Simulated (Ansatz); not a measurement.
**CF (quartet): trial inputs and their diagnosis at distance C1–F2 = 1.446 Å**

4 inputs are run for CF (quartet) as typed; the log has to tell whether the result can be used and what must change.

Computed with Ansatz 0.2.0, Gaussian basis. Level: the settings change from run to run.

18 further runs of the same task are left out: 14 that didn't finish, 4 set aside as unsound or not needed.

## 1. What is computed

The geometry derives from a PBE0/def2-TZVP stationary point (not a proven minimum). One bond is set to the value named and the two fragments are kept rigid.

2 atoms, charge 0, spin multiplicity 4.

Atoms are counted from 1 here; the program's logs count them from 0.

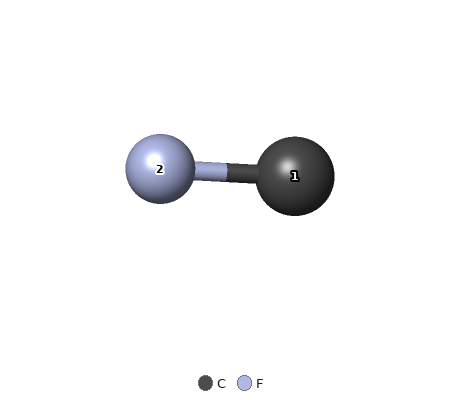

The geometry (carbon dark grey, fluorine light blue); atoms are numbered from 1 in the order of the file.

## 2. Attempt 1

Contents of in.yaml:

```yaml
crystal:
  periodic: [false, false, false]
  atoms:
    - {symbol: C, position_ang: [0.000000, 0.000000, 0.000000]}
    - {symbol: F, position_ang: [0.000000, 0.000000, 1.446000]}
basis:
  gaussian: {orbitals: 6-31G}
magnetization: {spin_polarized: false, initial_magnetization: 3}
correlation: {method: mp2, frozen_orbitals: {C: 0}}
```

The run is started by

```console
> ansatz run in.yaml --threads 1 --pin off --events-out ev --progress --plain --max-ram 2393MiB
```

Standard output:

```text
Functional definition: HF
  name "HF"
  cite "Fock, Z. Phys. 61, 126 (1930) doi:10.1007/BF01340294"
  parent pbe
  exchange = exact_x
  correlation = 0
Error: "frozen_orbitals" has no count for F
```

It took 0.03 s on 1 thread of Arm Neoverse V2, shared host.

What is wrong: The run was refused. The frozen-orbital counts are incomplete or too large. To mend it, leave frozen_orbitals out, or give each element a count that its core has.

## 3. Attempt 2

Contents of in.yaml:

```yaml
crystal:
  periodic: [false, false, false]
  atoms:
    - {symbol: C, position_ang: [0.000000, 0.000000, 0.000000]}
    - {symbol: F, position_ang: [0.000000, 0.000000, 1.446000]}
basis:
  gaussian: {orbitals: 6-31G}
magnetization: {spin_polarized: false, initial_magnetization: 3}
hamiltonian: {xc: {name: PBE}}
correlation: {method: ccsd(t), electrons: valence, diis_vectors: 1}
```

Same command.

Standard output:

```text
Error: YAML parse error: error: line 10 column 23: unknown variant `ccsd(t)`, expected one of mp2, rpa, ccsd, ccsd_t, bccd, bccd_t, ccsdt, ccsdt_q, ccsdt_q_b, ccsdtq, fci, sc_nevpt2, fic_nevpt4_sd, fic_mrcisd_q, fic_mrcisd_q_relaxed
  --> <input>:10:23
   |
 8 | magnetization: {spin_polarized: false, initial_magnetization: 3}
 9 | hamiltonian: {xc: {name: PBE}}
10 | correlation: {method: ccsd(t), electrons: valence, diis_vectors: 1}
   |                       ^ unknown variant `ccsd(t)`, expected one of mp2, rpa, ccsd, ccsd_t, bccd, bccd_t, ccsdt, ccsdt_q, ccsdt_q_b, ccsdtq, fci, sc_nevpt2, fic_nevpt4_sd, fic_mrcisd_q, fic_mrcisd_q_relaxed
```

It took 0.03 s on 1 thread of Arm Neoverse V2, shared host.

**Diagnosis.** The run was refused. The method's name isn't one that the program knows. Cure: name one from the list in the message.

## 4. Attempt 3

Contents of in.yaml:

```yaml
crystal:
  periodic: [false, false, false]
  atoms:
    - {symbol: C, position_ang: [0.000000, 0.000000, 0.000000]}
    - {symbol: F, position_ang: [0.000000, 0.000000, 1.446000]}
basis:
  gaussian: {orbitals: STO-3G}
magnetization: {spin_polarized: false, initial_magnetization: 3}
correlation: {method: sc_nevpt2, electrons: outside_noble_gas, active_space: {window: {electrons: 5, orbitals: 5}, places: [1, 2]}}
scf: {lower_state_search: off}
```

Same command.

Standard output:

```text
Error: invalid value for `correlation.active_space`: name one of window, places and ras
```

Wall time 0.03 s (1 thread of Arm Neoverse V2, shared host).

Diagnosis: The run was refused. The active space is defined twice. Cure: keep one definition.

## 5. Attempt 4

Contents of in.yaml:

```yaml
crystal:
  periodic: [false, false, false]
  atoms:
    - {symbol: C, position_ang: [0.000000, 0.000000, 0.000000]}
    - {symbol: F, position_ang: [0.000000, 0.000000, 1.446000]}
basis:
  gaussian: {orbitals: def2-mTZVP}
magnetization: {spin_polarized: false, initial_magnetization: 3}
correlation: {method: afqmc, electrons: outside_noble_gas}
scf: {lower_state_search: off}
output: {forces: true}
```

Launched as before.

Standard output:

```text
Error: YAML parse error: error: line 9 column 23: unknown variant `afqmc`, expected one of mp2, rpa, ccsd, ccsd_t, bccd, bccd_t, ccsdt, ccsdt_q, ccsdt_q_b, ccsdtq, fci, sc_nevpt2, fic_nevpt4_sd, fic_mrcisd_q, fic_mrcisd_q_relaxed
  --> <input>:9:23
   |
 7 |   gaussian: {orbitals: def2-mTZVP}
 8 | magnetization: {spin_polarized: false, initial_magnetization: 3}
 9 | correlation: {method: afqmc, electrons: outside_noble_gas}
   |                       ^ unknown variant `afqmc`, expected one of mp2, rpa, ccsd, ccsd_t, bccd, bccd_t, ccsdt, ccsdt_q, ccsdt_q_b, ccsdtq, fci, sc_nevpt2, fic_nevpt4_sd, fic_mrcisd_q, fic_mrcisd_q_relaxed
10 | scf: {lower_state_search: off}
11 | output: {forces: true}
   |
```

Run time: 0.03 s. Hardware: 1 thread of Arm Neoverse V2, shared host.

What is wrong: The run was refused. The method's name isn't one that the program knows. To mend it, name one from the list in the message.

## 6. Summary

| attempt | level | ended | cause | time |
| --- | --- | --- | --- | --- |
| 1 | MP2 on ROHF/6-31G | refused | the frozen-orbital counts are incomplete or too large | 0.03 s |
| 2 | 'ccsd(t)'/6-31G | refused | the method's name isn't one that the program knows | 0.03 s |
| 3 | NEVPT2(5,5)/STO-3G | refused | the active space is defined twice | 0.03 s |
| 4 | 'afqmc'/def2-mTZVP | refused | the method's name isn't one that the program knows | 0.03 s |

4 refused.
